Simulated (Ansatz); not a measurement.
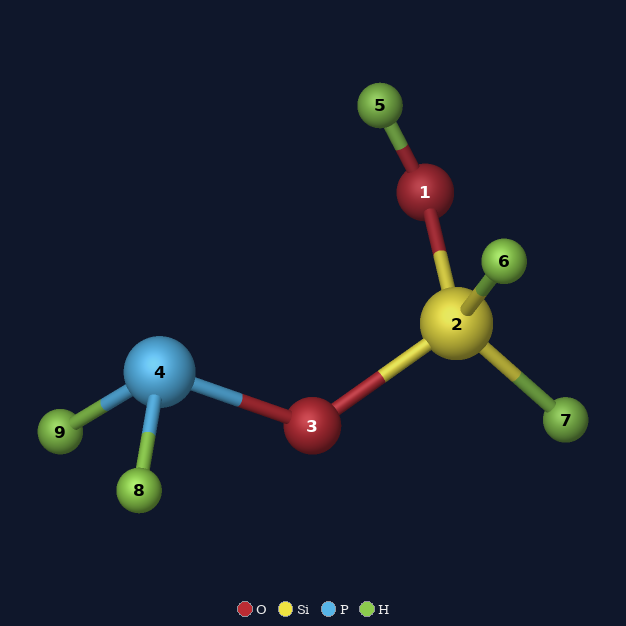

Numbered structure. The geometry was computed by an optimisation with PBE0-D4/def2-TZVP.

Give the bond lengths.

| bond | length (Å) | order |
| --- | --- | --- |
| O1–Si2 | 1.637 | single |
| O1–H5 | 0.958 | single |
| Si2–O3 | 1.647 | single |
| Si2–H6 | 1.486 | single |
| Si2–H7 | 1.473 | single |
| O3–P4 | 1.646 | single |
| P4–H8 | 1.424 | single |
| P4–H9 | 1.424 | single |
